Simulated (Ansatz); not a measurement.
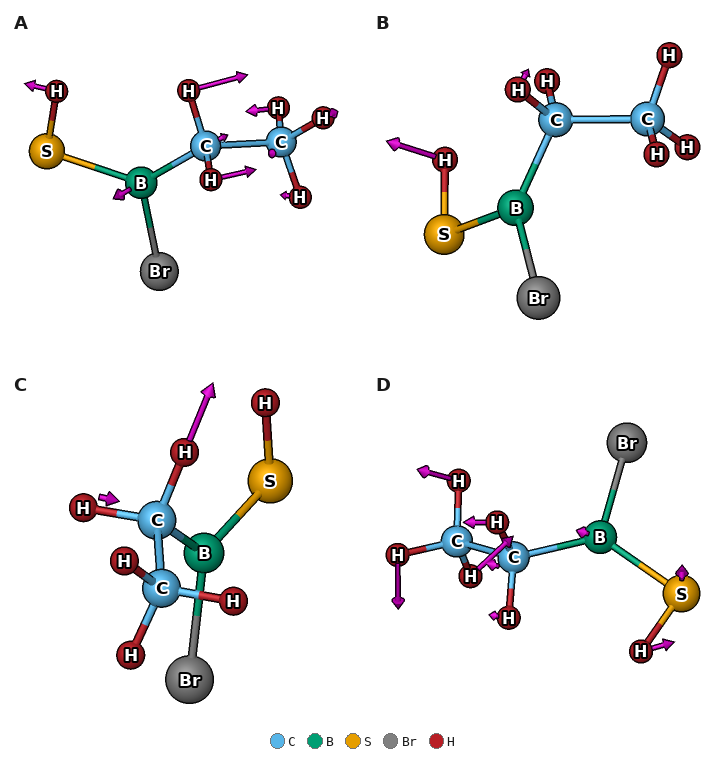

4 normal modes of one molecule or complex, as arrows. Harmonic vibrations computed with RKS PBE0-D4/def2-TZVP (Ansatz 0.2.0) at a stationary point of the same level.

Match the panels to the wavenumbers 202 cm⁻¹, 422 cm⁻¹, 1109 cm⁻¹, 3071 cm⁻¹.

A: 1109 cm⁻¹
B: 422 cm⁻¹, a torsion or out-of-plane motion in which bond lengths and bond angles hardly change
C: 3071 cm⁻¹, C–H stretching
D: 202 cm⁻¹
